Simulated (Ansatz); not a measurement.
# Formation energy and levels of the substitutional impurity Ni_Al in Al3GaN4 (Pm)

Charge states of Ni_Al in Al3GaN4 (Pm), set against the band edges. Model: a cell of 96 host atoms with 1 Al taken out and 1 Ni put in.

Method: place-levels on PBEsol runs: charge-transition levels and formation energies with image-charge correction and potential alignment at the atomic sites, in Ansatz 0.2.0.

### Step 1. Set-up

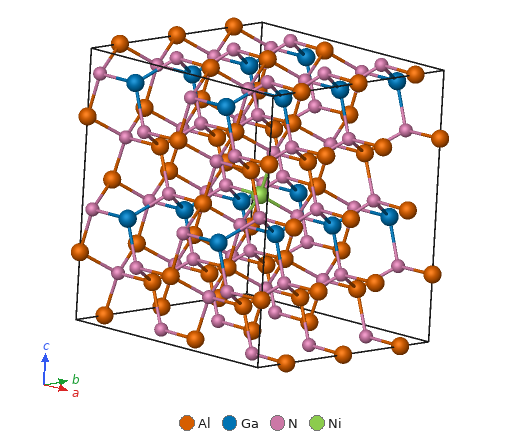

Start, viewed slightly off an axis; aluminium orange, gallium blue, nitrogen pink, nickel green. Some periodic images of atoms are drawn too.

The cell holds 96 atoms: 35 Al, 12 Ga, 48 N and 1 Ni. Its edges and angles: a = 10.087 Å, b = 9.390 Å, c = 10.836 Å, α = 90.0°, β = 90.0°, γ = 90.0°. It derives from Al3GaN4 (space group Pm). Nearest the centre at fractional (0.500, 0.500, 0.417): Ni66 at 0.00 Å, N85 at 1.90 Å, N69 at 1.90 Å, N23 at 1.90 Å, N78 at 1.90 Å, Al73 at 3.10 Å, Ga68 at 3.10 Å, Ga84 at 3.10 Å.

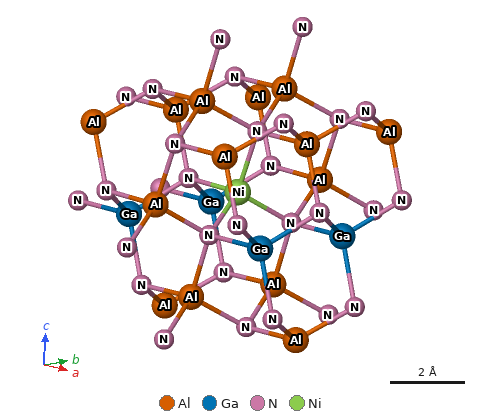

The atoms within 5 Å of the centre.

Screening for the image-charge correction: ε∞ = (4.99, 4.79, 4.80), ε0 = (9.98, 8.63, 8.67), from a response run on this crystal (DFPT, PBEsol) at that run's own cell.

The cell's shortest repeat is 9.4 Å.

### Step 2. What was run first

A transition level is the Fermi level at which two charge states cost the same, so each charge needs its own total energy, at its own relaxed structure.

Each atom starts 0.05 Å or so off its site in a random direction: a symmetric start keeps its symmetry, and would miss off-centre moves and Jahn–Teller distortions. Forces are taken at one point at (¼, ¼, ¼). The cell holds 2 electrons more than the neutral one, with a uniform background that keeps it neutral on the whole. The electron count is odd, so at least one spin is unpaired; this run locks the moment at 1 μB.

The sampling was tested on the host first: at the k-points planned (1x1x1 shifted 0.25 0.25 0.25) its energy lies 0.000 eV an atom from the dense-mesh value, under the bound of 0.02 eV set for this test; that bounds the host's error, not the defect's.

One of the inputs; charge, spin and start change from state to state.

File qm2_M1.relax/input.yaml:

```yaml
crystal:
  lattice:
    - [10.08692036, 0.0, 0.00025278]
    - [0.0, 9.39015678, 0.0]
    - [-0.00644816, 0.0, 10.83601904]
  atoms:
    - { symbol: Al, position: [0.25011429, 0.16666667, 0.08366547] }
    - { symbol: Al, position: [0.00045975, 0.16666667, 0.41740262] }
    - { symbol: Al, position: [0.00054363, 0.0, 0.16584607] }
    - { symbol: Ga, position: [0.24970976, 0.0, 0.33310101] }
    - { symbol: "N", position: [0.05558729, 0.0, 0.33316331] }
    - { symbol: "N", position: [0.06122767, 0.16666667, 0.08357752] }
    - { symbol: "N", position: [0.31256195, 0.16666667, 0.42009678] }
    - { symbol: "N", position: [0.31159516, 0.0, 0.16314772] }
    - { symbol: Al, position: [0.25011429, 0.16666667, 0.58366547] }
    - { symbol: Al, position: [0.00045975, 0.16666667, 0.91740262] }
    - { symbol: Al, position: [0.00054363, 0.0, 0.66584607] }
    - { symbol: Ga, position: [0.24970976, 0.0, 0.83310101] }
    - { symbol: "N", position: [0.05558729, 0.0, 0.83316331] }
    - { symbol: "N", position: [0.06122767, 0.16666667, 0.58357752] }
    - { symbol: "N", position: [0.31256195, 0.16666667, 0.92009678] }
    - { symbol: "N", position: [0.31159516, 0.0, 0.66314772] }
    - { symbol: Al, position: [0.25011429, 0.5, 0.08366547] }
    - { symbol: Al, position: [0.00045975, 0.5, 0.41740262] }
    - { symbol: Al, position: [0.00054363, 0.33333333, 0.16584607] }
    - { symbol: Ga, position: [0.24970976, 0.33333333, 0.33310101] }
    - { symbol: "N", position: [0.05558729, 0.33333333, 0.33316331] }
    - { symbol: "N", position: [0.06122767, 0.5, 0.08357752] }
    - { symbol: "N", position: [0.31256195, 0.5, 0.42009678] }
    - { symbol: "N", position: [0.31159516, 0.33333333, 0.16314772] }
    - { symbol: Al, position: [0.25011429, 0.5, 0.58366547] }
    - { symbol: Al, position: [0.00045975, 0.5, 0.91740262] }
    - { symbol: Al, position: [0.00054363, 0.33333333, 0.66584607] }
    - { symbol: Ga, position: [0.24970976, 0.33333333, 0.83310101] }
    - { symbol: "N", position: [0.05558729, 0.33333333, 0.83316331] }
    - { symbol: "N", position: [0.06122767, 0.5, 0.58357752] }
    - { symbol: "N", position: [0.31256195, 0.5, 0.92009678] }
    - { symbol: "N", position: [0.31159516, 0.33333333, 0.66314772] }
    - { symbol: Al, position: [0.25011429, 0.83333333, 0.08366547] }
    - { symbol: Al, position: [0.00045975, 0.83333333, 0.41740262] }
    - { symbol: Al, position: [0.00054363, 0.66666667, 0.16584607] }
    - { symbol: Ga, position: [0.24970976, 0.66666667, 0.33310101] }
    - { symbol: "N", position: [0.05558729, 0.66666667, 0.33316331] }
    - { symbol: "N", position: [0.06122767, 0.83333333, 0.08357752] }
    - { symbol: "N", position: [0.31256195, 0.83333333, 0.42009678] }
    - { symbol: "N", position: [0.31159516, 0.66666667, 0.16314772] }
    - { symbol: Al, position: [0.25011429, 0.83333333, 0.58366547] }
    - { symbol: Al, position: [0.00045975, 0.83333333, 0.91740262] }
    - { symbol: Al, position: [0.00054363, 0.66666667, 0.66584607] }
    - { symbol: Ga, position: [0.24970976, 0.66666667, 0.83310101] }
    - { symbol: "N", position: [0.05558729, 0.66666667, 0.83316331] }
    - { symbol: "N", position: [0.06122767, 0.83333333, 0.58357752] }
    - { symbol: "N", position: [0.31256195, 0.83333333, 0.92009678] }
    - { symbol: "N", position: [0.31159516, 0.66666667, 0.66314772] }
    - { symbol: Al, position: [0.75011429, 0.16666667, 0.08366547] }
    - { symbol: Al, position: [0.50045975, 0.16666667, 0.41740262] }
    - { symbol: Al, position: [0.50054363, 0.0, 0.16584607] }
    - { symbol: Ga, position: [0.74970976, 0.0, 0.33310101] }
    - { symbol: "N", position: [0.55558729, 0.0, 0.33316331] }
    - { symbol: "N", position: [0.56122767, 0.16666667, 0.08357752] }
    - { symbol: "N", position: [0.81256195, 0.16666667, 0.42009678] }
    - { symbol: "N", position: [0.81159516, 0.0, 0.16314772] }
    - { symbol: Al, position: [0.75011429, 0.16666667, 0.58366547] }
    - { symbol: Al, position: [0.50045975, 0.16666667, 0.91740262] }
    - { symbol: Al, position: [0.50054363, 0.0, 0.66584607] }
    - { symbol: Ga, position: [0.74970976, 0.0, 0.83310101] }
    - { symbol: "N", position: [0.55558729, 0.0, 0.83316331] }
    - { symbol: "N", position: [0.56122767, 0.16666667, 0.58357752] }
    - { symbol: "N", position: [0.81256195, 0.16666667, 0.92009678] }
    - { symbol: "N", position: [0.81159516, 0.0, 0.66314772] }
    - { symbol: Al, position: [0.75011429, 0.5, 0.08366547] }
    - { symbol: Ni, position: [0.50045975, 0.5, 0.41740262], spin: 1.0 }
    - { symbol: Al, position: [0.50054363, 0.33333333, 0.16584607] }
    - { symbol: Ga, position: [0.74970976, 0.33333333, 0.33310101] }
    - { symbol: "N", position: [0.55558729, 0.33333333, 0.33316331] }
    - { symbol: "N", position: [0.56122767, 0.5, 0.08357752] }
    - { symbol: "N", position: [0.81256195, 0.5, 0.42009678] }
    - { symbol: "N", position: [0.81159516, 0.33333333, 0.16314772] }
    - { symbol: Al, position: [0.75011429, 0.5, 0.58366547] }
    - { symbol: Al, position: [0.50045975, 0.5, 0.91740262] }
    - { symbol: Al, position: [0.50054363, 0.33333333, 0.66584607] }
    - { symbol: Ga, position: [0.74970976, 0.33333333, 0.83310101] }
    - { symbol: "N", position: [0.55558729, 0.33333333, 0.83316331] }
    - { symbol: "N", position: [0.56122767, 0.5, 0.58357752] }
    - { symbol: "N", position: [0.81256195, 0.5, 0.92009678] }
    - { symbol: "N", position: [0.81159516, 0.33333333, 0.66314772] }
    - { symbol: Al, position: [0.75011429, 0.83333333, 0.08366547] }
    - { symbol: Al, position: [0.50045975, 0.83333333, 0.41740262] }
    - { symbol: Al, position: [0.50054363, 0.66666667, 0.16584607] }
    - { symbol: Ga, position: [0.74970976, 0.66666667, 0.33310101] }
    - { symbol: "N", position: [0.55558729, 0.66666667, 0.33316331] }
    - { symbol: "N", position: [0.56122767, 0.83333333, 0.08357752] }
    - { symbol: "N", position: [0.81256195, 0.83333333, 0.42009678] }
    - { symbol: "N", position: [0.81159516, 0.66666667, 0.16314772] }
    - { symbol: Al, position: [0.75011429, 0.83333333, 0.58366547] }
    - { symbol: Al, position: [0.50045975, 0.83333333, 0.91740262] }
    - { symbol: Al, position: [0.50054363, 0.66666667, 0.66584607] }
    - { symbol: Ga, position: [0.74970976, 0.66666667, 0.83310101] }
    - { symbol: "N", position: [0.55558729, 0.66666667, 0.83316331] }
    - { symbol: "N", position: [0.56122767, 0.83333333, 0.58357752] }
    - { symbol: "N", position: [0.81256195, 0.83333333, 0.92009678] }
    - { symbol: "N", position: [0.81159516, 0.66666667, 0.66314772] }
  host:
    repeats: [2, 3, 2]
    atoms:
      - { symbol: Al, position: [0.50022857, 0.5, 0.16733093] }
      - { symbol: Al, position: [0.00091951, 0.5, 0.83480524] }
      # ... 6 more atoms of the perfect host
total_charge: -2
basis:
  ecutwfc: 420
  xc_grid: 2
hamiltonian:
  xc: pbesol
kpoints:
  mp_grid: { grid: [1, 1, 1], shift: [0.25, 0.25, 0.25] }
magnetization:
  spin_polarized: true
  initial_magnetization: 1
  spin_locking: { lock_magnetization: hard }
scf:
  occupations: { method: fixed }
  max_iter: 80
output:
  forces: true
  charged_corrections:
    epsilon: [4.99, 4.79, 4.8]
    static_epsilon: [9.98, 8.63, 8.67]
    defect_position: [0.50046, 0.5, 0.417403]
relax:
  f_tol: 0.02
  max_steps: 80
  random_displacement: { amplitude: 0.05, seed: 3158 }
checkpoint:
  write: "../qm2_M1.relax.run"
  compress: false
  write_wavefunctions: true
  write_every: 100000
```

The run is started by

```bash
$ ansatz run input.yaml --threads 4 --pin off --max-ram 14131MiB --backend cpu --events-out ev --progress --plain --runs-dir out
```

Defect states can disperse in a cell of this size, so the energy is taken again at a 2×2×2 shifted mesh, on the relaxed structure.

The run of this state that the levels use, under PBEsol:

File qm2_M1.point/input.yaml:

```yaml
crystal:
  checkpoint: "../qm2_M1.relax.run"
  host: checkpoint
total_charge: -2
basis:
  ecutwfc: 420
  xc_grid: 2
hamiltonian:
  xc: pbesol
kpoints:
  mp_grid: { grid: [2, 2, 2], shift: [0.5, 0.5, 0.5] }
magnetization:
  spin_polarized: true
  initial_magnetization: 1
  spin_locking: { lock_magnetization: hard }
scf:
  occupations: { method: fermi_dirac, width: 0.01 }
  max_iter: 80
output:
  forces: true
  eigenvalues: true
  charged_corrections:
    epsilon: [4.99, 4.79, 4.8]
    static_epsilon: [9.98, 8.63, 8.67]
    defect_position: [0.50046, 0.5, 0.417403]
  eigenstates: { localisation: true }
  populations: true
  efg: {}
checkpoint:
  read: "../qm2_M1.relax.run"
  write: "../qm2_M1.point.run"
  compress: false
  write_wavefunctions: false
  write_every: 100000
```

Relaxations under PBEsol at one point at (¼, ¼, ¼); times on 4 threads of Intel Xeon 6975P-C (Granite Rapids), shared host:

| charge | moment (μB) | occupations | outcome | steps | largest displacement against the far atoms (Å) | time |
| --- | --- | --- | --- | --- | --- | --- |
| −2 | 1 | fixed | converged | 12 | 0.32 | 4 min |
| −1 | 0 | fixed | not converged | - | - | 38 s |
| −1 | 0 | fermi-dirac | converged | 7 | 0.13 | 89 s |
| −1 | 2 | fixed | converged | 6 | 0.16 | 2 min |
| 0 | 1 | fixed | converged | 7 | 0.05 | 3.2 min |
| 0 | 3 | fixed | converged | 5 | 0.04 | 81 s |
| +1 | 0 | fixed | not converged | - | - | 33 s |
| +1 | 0 | fermi-dirac | converged | 8 | 0.08 | 85 s |
| +1 | 4 | fixed | converged | 5 | 0.03 | 91 s |
| +1 | 2 | fixed | converged | 7 | 0.06 | 2.1 min |

Single points under PBEsol at a 2×2×2 shifted mesh; times on 4 threads of Intel Xeon 6975P-C (Granite Rapids), shared host:

| charge | moment (μB) | occupations | outcome | time |
| --- | --- | --- | --- | --- |
| −2 | 1 | fermi-dirac | converged | 2.2 min |
| −1 | 0 | fermi-dirac | converged | 65 s |
| −1 | 2 | fermi-dirac | converged | 2 min |
| 0 | 1 | fermi-dirac | converged | 2.5 min |
| 0 | 3 | fermi-dirac | converged | 1.7 min |
| +1 | 0 | fermi-dirac | converged | 58 s |
| +1 | 4 | fermi-dirac | converged | 2.1 min |
| +1 | 2 | fermi-dirac | converged | 2.1 min |

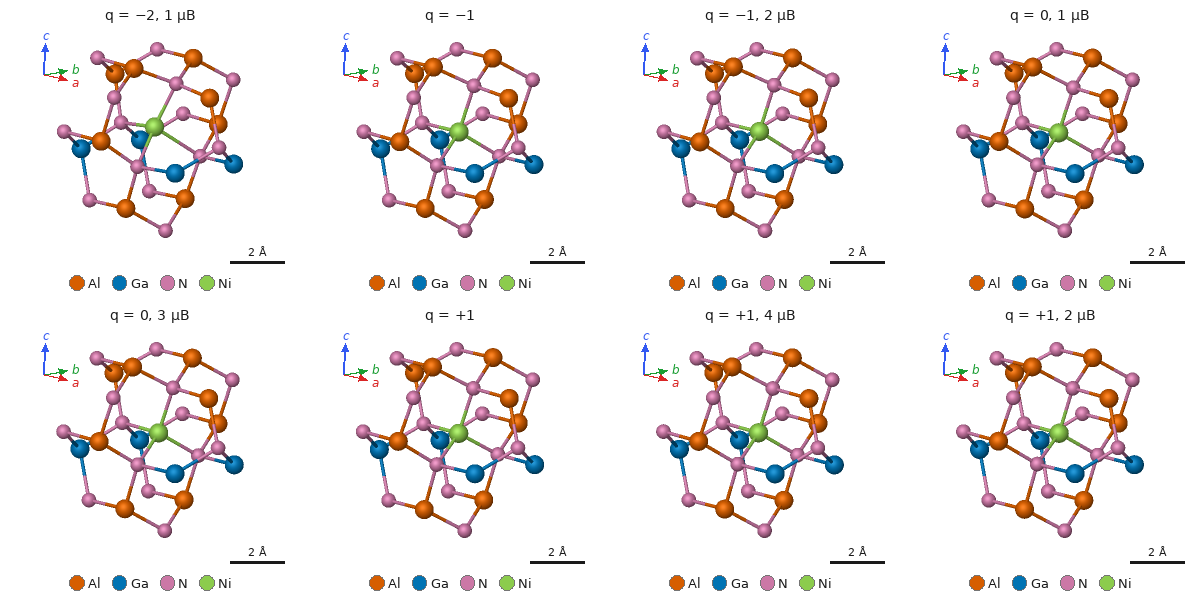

The structures near the centre after relaxation with PBEsol, by charge.

Distances (Å) from Ni66 to the nearest atoms after relaxation with PBEsol:

| charge | moment (μB) | 1. | 2. | 3. | 4. | 5. | 6. |
| --- | --- | --- | --- | --- | --- | --- | --- |
| −2 | 1 | N 1.95 | N 1.99 | N 2.01 | N 2.31 | Al 2.74 | Al 2.86 |
| −1 | 0 | N 1.96 | N 2.00 | N 2.00 | N 2.00 | Al 3.06 | Al 3.07 |
| −1 | 2 | N 1.99 | N 1.99 | N 2.00 | N 2.00 | Al 3.03 | Al 3.06 |
| 0 | 1 | N 1.92 | N 1.94 | N 1.94 | N 1.95 | Ga 3.09 | Al 3.09 |
| 0 | 3 | N 1.93 | N 1.93 | N 1.93 | N 1.94 | Al 3.10 | Ga 3.10 |
| +1 | 0 | N 1.86 | N 1.89 | N 1.91 | N 1.91 | Ga 3.06 | Al 3.09 |
| +1 | 4 | N 1.91 | N 1.91 | N 1.91 | N 1.92 | Al 3.10 | Ga 3.11 |
| +1 | 2 | N 1.87 | N 1.89 | N 1.90 | N 1.92 | Ga 3.08 | Ga 3.08 |

(Continued in part 2 of 2.)

[Logs are printed without paths, hosts, clocks, repeated set-up lines and the standing remarks that a program may print on its own settings, such as how far it seeks lower states.]

[Hosts, paths, dates, database ids (printed as entryN), source tags and the programs' standing remarks are cut or masked in the printed files.]

[Where a table of states has a column of steps, it counts the stored structures, which are thinned; the runs took as many ionic steps or more.]

[A defect's name tells the site on which it was built; relaxed atoms can leave that site.]

[For some hosts the program warned that the k-mesh of the response run may be too coarse for force constants and the static dielectric constant; such warnings are not shown here.]
